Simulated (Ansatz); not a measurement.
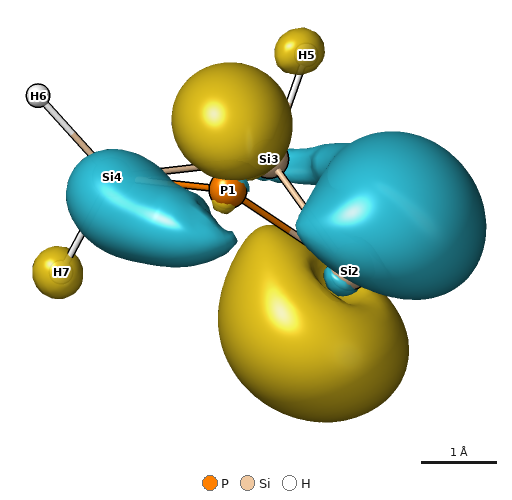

Figure. H₃PSi₃. The LUMO at ±0.1 Å⁻³ᐟ² (yellow and cyan are the two phases), seen at an oblique angle.

Geometry: B3LYP-D3(BJ)/def2-SVP.

The calculation used isolated molecule in a Gaussian basis; Kohn-Sham density functional theory, functional PBE0 (Ansatz).

```yaml
atoms:
  - { symbol: P, position_ang: [-3.0684, -0.3280, -0.1289] }
  - { symbol: Si, position_ang: [-3.3750, -2.0955, 1.1605] }
  - { symbol: Si, position_ang: [-1.9230, -0.5256, 2.1265] }
  - { symbol: Si, position_ang: [-0.8800, 0.1718, 0.2247] }
  - { symbol: H, position_ang: [-2.4120, 0.5363, 3.0686] }
  - { symbol: H, position_ang: [-0.4834, 1.5761, -0.0795] }
  - { symbol: H, position_ang: [0.0759, -0.7854, -0.3904] }
```

> Describe this orbital and give its energy.

Its weight (Hirshfeld) is mainly on Si2 (about 60 %), P1 (about 20 %), Si3 (about 10 %) and Si4 (about 5 %). Its energy is −2.79 eV.
